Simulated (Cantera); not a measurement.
Input: 1 mol SiH2Cl2, 0.024 mol HCl, 28 mol H2, equilibrated at 28.0 mbar.

Cantera equilibrium calculation (NASA polynomials, part measured and part estimated; ideal gas, pure solids and liquids). Candidate condensed phases: Si; 19 gas species. The tables' values for SiCl3, SiCl are old estimates; treat these amounts as uncertain. Gases not in the tables: Si2H6 and higher silanes. Kinetics and transport are ignored.

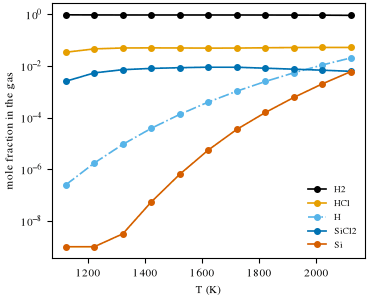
Fig. 1. Equilibrium gas composition (values under 1e-9 drawn at 1e-9)

From 1123 K to 1623 K the condensed part is Si(s). From 1723 K to 2123 K the condensed part is Si(l). The main Si-bearing gas is SiCl4 at 1123 K and SiCl2 at 2123 K. The share of Si in condensed phases is highest at 1323 K (75.3 %) and lowest at 2123 K (56.8 %).
